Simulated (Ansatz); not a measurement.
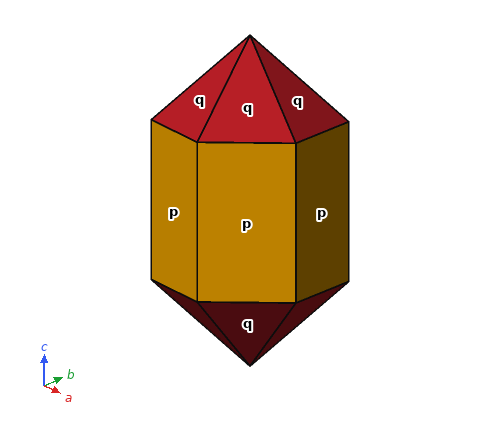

BFDH (Bravais–Friedel–Donnay–Harker) growth shape, computed from the cell and space group alone: each face lies at a distance from the centre proportional to 1/d(hkl), with d taken for the first order that the space group does not extinguish. It ignores bonding, solvent and kinetics. Faces of one form share a colour. Cell of RbHgBr3: space group P6_3/mmc (No. 194), a = 7.656 Å, b = 7.656 Å, c = 6.861 Å, α = 90.00°, β = 90.00°, γ = 120.00°. Origin: the geometry relaxed with DFT, PAW plane waves, r2scan in Ansatz 0.2.0; the starting structure was generated, so it need not be a known form of this composition. Forms under 0.4 % of the area are left out.

### Which form is which colour?

yellow (p): {100} (d = 6.63 Å, 57 % of the area); red (q): {101} (d = 4.77 Å, 43 % of the area).
